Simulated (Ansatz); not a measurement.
The reference is Si in the diamond structure (space group Fd-3m, No. 227; a = 5.4443 Å).

Now apply this change: Ge takes the place of Si on all its sites, then cell and atoms are relaxed.

Calculations: Kohn–Sham DFT with the r2SCAN functional, run in Ansatz (a program for electronic structure) with PAW and 500 eV plane waves, no spin-orbit coupling.

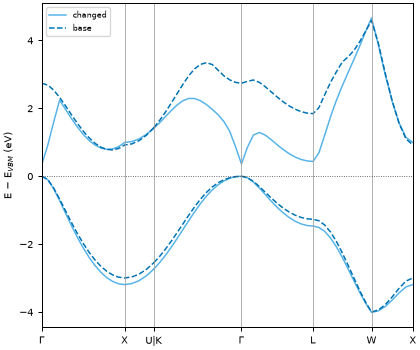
*Highest valence and lowest conduction band along the path, each from its own valence-band maximum*

Q: Read the changed gap and its character from the plot.

A: About 0.4 eV, direct at Γ.

Stability against distortions was not tested. The real Ge has an indirect gap at ambient pressure; r2SCAN orders its close-lying valleys differently.
